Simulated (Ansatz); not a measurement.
# CH7InO2SSi: basis-set convergence

How large a basis does CH7InO2SSi need? Two functionals are run in growing sets.

Program: Ansatz 0.2.0, Gaussian basis. Level of theory: one geometry, several basis sets. These are calculated values, not measurements.

Plan: PBE0-D4/def2-SVP; ωB97M-V/def2-SVP; PBE0-D4/def2-QZVPP; ωB97M-V/def2-QZVPP; the functionals' def2-TZVPP values are taken from earlier runs.

### 1 The geometry

The geometry comes from an earlier relaxation with PBE0-D4 in a triple-zeta def2 set; it is a stationary point, not always the lowest conformer. In takes the def2 core potential; no spin-orbit term is included.

SMILES `C[O][In]([SH])[O][SiH3]`, 13 atoms, charge 0, spin multiplicity 1.

Atoms are counted from 1 here; the program's logs count them from 0.

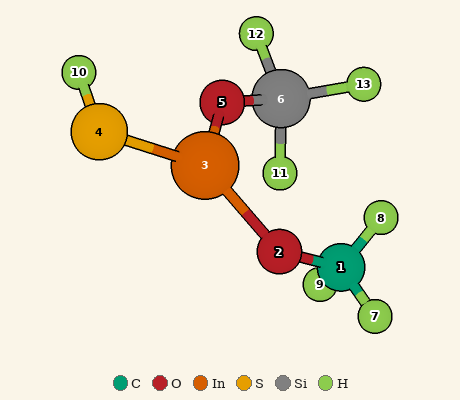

The structure; carbon teal, oxygen red, indium orange, sulfur amber, silicon grey, hydrogen green; atoms are numbered from 1 in the order of the file.

### 2 PBE0-D4 in def2-SVP

Contents of in.yaml:

```yaml
crystal:
  periodic: [false, false, false]
  atoms:
    - {symbol: C, position_ang: [-0.266703, -0.860098, 1.977941]}
    - {symbol: O, position_ang: [0.893322, -0.070268, 1.858333]}
    - {symbol: In, position_ang: [1.358435, 0.817495, 0.164558]}
    - {symbol: S, position_ang: [3.242230, 2.168782, -0.200420]}
    - {symbol: O, position_ang: [0.117881, 0.527942, -1.348897]}
    - {symbol: Si, position_ang: [-1.277356, -0.239761, -1.681340]}
    - {symbol: H, position_ang: [-0.293780, -1.265879, 2.994090]}
    - {symbol: H, position_ang: [-0.278423, -1.707688, 1.281020]}
    - {symbol: H, position_ang: [-1.188352, -0.284851, 1.824083]}
    - {symbol: H, position_ang: [2.887499, 2.376359, -1.481240]}
    - {symbol: H, position_ang: [-2.385642, 0.227242, -0.797845]}
    - {symbol: H, position_ang: [-1.658842, 0.025637, -3.094410]}
    - {symbol: H, position_ang: [-1.150279, -1.714902, -1.495861]}
basis:
  gaussian: {orbitals: def2-SVP}
hamiltonian: {xc: pbe0, dispersion: d4}
output: {orbitals: {seedname: orbitals}}
```

Launch:

```
ansatz run in.yaml --threads 2 --pin off --events-out ev --progress --plain --max-ram 32768MiB --backend cpu
```

The log of the run:

```text
Functional definition: PBE0
  name "PBE0"
  cite "Adamo & Barone, J. Chem. Phys. 110, 6158 (1999) doi:10.1063/1.478522"
  cite "Perdew, Burke & Ernzerhof, Phys. Rev. Lett. 77, 3865 (1996) doi:10.1103/PhysRevLett.77.3865"
  parent pbe
  parameter a = 0.25
  parameter kappa = 0.804
  parameter beta = 0.06672455060314922
  exchange = (1 - a)*pbe_x(kappa = kappa, mu = beta*pi^2/3) + a*exact_x
  correlation = pbe_c(beta = beta)
1426 factors; integrals over basis functions are off by at most 1.6e-3 eV
mean field evaluation 1: about -29101.1517 eV, gradient 7.0e1 eV
mean field evaluation 2: about -29069.4224 eV, gradient 1.4e2 eV
mean field evaluation 4: about -29110.6994 eV, gradient 9.9e0 eV
mean field evaluation 8: about -29111.0622 eV, gradient 9.7e-1 eV
mean field evaluation 16: about -29111.0647 eV, gradient 1.5e-4 eV
mean field -29111.06469916 eV, -1069.8118955057 hartree, gradient 3.4e-5 eV, S^2 0.000000; 0 other end points of the search recorded, 0 dependent functions left out
reference -29111.06473791 eV, -1069.8118969299 hartree; 40, 40 occupied and 99, 99 virtual orbitals, 1426 factors
Total energy: -29111.34156059 eV, -1069.8220699756 hartree
```

It took 3.7 s on 2 threads of AMD EPYC 7R13, shared host.

### 3 ωB97M-V in def2-SVP

Edit in.yaml of step 2 so:

```diff
@@ -18,3 +18,3 @@
   gaussian: {orbitals: def2-SVP}
-hamiltonian: {xc: pbe0, dispersion: d4}
+hamiltonian: {xc: {name: wB97M-V}}
 output: {orbitals: {seedname: orbitals}}
```

Launched as before.

The log of the run, shortened:

```text
Functional definition: wB97M-V
  name "wB97M-V"
  cite "Mardirossian & Head-Gordon, J. Chem. Phys. 144, 214110 (2016) doi:10.1063/1.4952647"
  cite "Becke, J. Chem. Phys. 107, 8554 (1997) doi:10.1063/1.475007"
  cite "Vydrov & Van Voorhis, J. Chem. Phys. 133, 244103 (2010) doi:10.1063/1.3521275"
  # Of w^i u^j: cxij and so on, Table III.
[...]
  gx(w, u) = 1 - cx + cx01*u + cx10*w
  gss(w, u) = css00 + css04*u^4 + css10*w + css20*w^2 + css43*w^4*u^3
  gos(w, u) = cos00 + cos10*w + (cos20 + cos21*u)*w^2 + (cos60 + cos61*u)*w^6
[...]
      + integral(e_c_pw_mod_opposite_spin*gos(b97_w_opposite, b97_u_opposite)) + vv10(b, c)
1426 factors; integrals over basis functions are off by at most 1.6e-3 eV
419 factors; integrals over basis functions are off by at most 8.4e-6 eV
[...]
mean field -29119.30726086 eV, -1070.1148040612 hartree, gradient 6.8e-6 eV, S^2 0.000000; 0 other end points of the search recorded, 0 dependent functions left out
reference -29119.30732195 eV, -1070.1148063061 hartree; 40, 40 occupied and 99, 99 virtual orbitals, 1426 factors
Total energy: -29119.30732195 eV, -1070.1148063061 hartree
```

Wall time 13 s (2 threads of AMD EPYC 7R13, shared host).

### 4 PBE0-D4 in def2-QZVPP

Edit in.yaml of step 3 so:

```diff
@@ -17,4 +17,4 @@
 basis:
-  gaussian: {orbitals: def2-SVP}
-hamiltonian: {xc: {name: wB97M-V}}
+  gaussian: {orbitals: "def2-QZVPP.json"}
+hamiltonian: {xc: pbe0, dispersion: d4}
 output: {orbitals: {seedname: orbitals}}
```

Launch:

```
ansatz run in.yaml --threads 2 --pin off --events-out ev --progress --plain --max-ram 32768MiB --backend cuda --devices 0, --max-vram 18GiB
```

The log of the run:

```text
Functional definition: PBE0
  name "PBE0"
  cite "Adamo & Barone, J. Chem. Phys. 110, 6158 (1999) doi:10.1063/1.478522"
  cite "Perdew, Burke & Ernzerhof, Phys. Rev. Lett. 77, 3865 (1996) doi:10.1103/PhysRevLett.77.3865"
  parent pbe
  parameter a = 0.25
  parameter kappa = 0.804
  parameter beta = 0.06672455060314922
  exchange = (1 - a)*pbe_x(kappa = kappa, mu = beta*pi^2/3) + a*exact_x
  correlation = pbe_c(beta = beta)
2222 factors; their error is unknown
mean field evaluation 1: about -29112.4808 eV, gradient 8.4e1 eV
mean field evaluation 2: about -29066.2197 eV, gradient 1.7e2 eV
mean field evaluation 4: about -29124.9913 eV, gradient 1.3e1 eV
mean field evaluation 8: about -29125.2955 eV, gradient 6.9e-2 eV
mean field evaluation 16: about -29125.3587 eV, gradient 1.3e-4 eV
mean field -29125.35867199 eV, -1070.3371893183 hartree, gradient 7.8e-6 eV, S^2 0.000000; 0 other end points of the search recorded, 0 dependent functions left out
reference -29125.35872268 eV, -1070.3371911814 hartree; 40, 40 occupied and 563, 563 virtual orbitals, 2222 factors
Total energy: -29125.63554536 eV, -1070.3473642272 hartree
```

Wall time 12 s (1 × H100 (card shared with other runs) with 2 threads of AMD EPYC 7R13, shared host); peak host memory 1.1 GiB.

### 5 ωB97M-V in def2-QZVPP

Edit in.yaml of step 4 so:

```diff
@@ -18,3 +18,3 @@
   gaussian: {orbitals: "def2-QZVPP.json"}
-hamiltonian: {xc: pbe0, dispersion: d4}
+hamiltonian: {xc: {name: wB97M-V}}
 output: {orbitals: {seedname: orbitals}}
```

Same command.

The log of the run, shortened:

```text
Functional definition: wB97M-V
  name "wB97M-V"
  cite "Mardirossian & Head-Gordon, J. Chem. Phys. 144, 214110 (2016) doi:10.1063/1.4952647"
  cite "Becke, J. Chem. Phys. 107, 8554 (1997) doi:10.1063/1.475007"
  cite "Vydrov & Van Voorhis, J. Chem. Phys. 133, 244103 (2010) doi:10.1063/1.3521275"
  # Of w^i u^j: cxij and so on, Table III.
[...]
  gx(w, u) = 1 - cx + cx01*u + cx10*w
  gss(w, u) = css00 + css04*u^4 + css10*w + css20*w^2 + css43*w^4*u^3
  gos(w, u) = cos00 + cos10*w + (cos20 + cos21*u)*w^2 + (cos60 + cos61*u)*w^6
[...]
      + integral(e_c_pw_mod_opposite_spin*gos(b97_w_opposite, b97_u_opposite)) + vv10(b, c)
2134 factors; their error is unknown
513 factors; integrals over basis functions are off by at most 1.6e-5 eV
[...]
mean field -29133.73031619 eV, -1070.6448415683 hartree, gradient 7.7e-5 eV, S^2 0.000000; 0 other end points of the search recorded, 0 dependent functions left out
reference -29133.73039790 eV, -1070.6448445713 hartree; 40, 40 occupied and 563, 563 virtual orbitals, 2134 factors
Total energy: -29133.73039790 eV, -1070.6448445713 hartree
```

Wall time 13 s (1 × H100 (card shared with other runs) with 2 threads of AMD EPYC 7R13, shared host); peak host memory 1.2 GiB.

### 6 Density functionals: the series

The def2-TZVPP values come from earlier runs at the same geometry.

| functional | basis | functions | energy (eV) | from the largest (eV) | HOMO (eV) | LUMO (eV) |
| --- | --- | --- | --- | --- | --- | --- |
| PBE0-D4 | def2-SVP | 139 | -29111.3416 | 14.294 | -7.68 | -1.84 |
| PBE0-D4 | def2-TZVPP | 325 | -29124.6604 | 0.975 | -7.83 | -2.01 |
| PBE0-D4 | def2-QZVPP | 603 | -29125.6355 | 0.000 | -7.85 | -2.06 |
| ωB97M-V | def2-SVP | 139 | -29119.3073 | 14.423 | -9.96 | 0.14 |
| ωB97M-V | def2-TZVPP | 325 | -29132.8133 | 0.917 | -10.13 | -0.14 |
| ωB97M-V | def2-QZVPP | 603 | -29133.7304 | 0.000 | -10.16 | -0.32 |

### 7 Summary of results

| quantity | value |
| --- | --- |
| PBE0-D4: double and triple zeta above quadruple | 14.29, 0.98 eV |
| ωB97M-V: double and triple zeta above quadruple | 14.42, 0.92 eV |

In words: For PBE0-D4 the step from double to triple zeta gains 13.32 eV and the next only 0.98 eV. These are total energies; as a rule much of such shifts cancels in differences, which this series doesn't test.
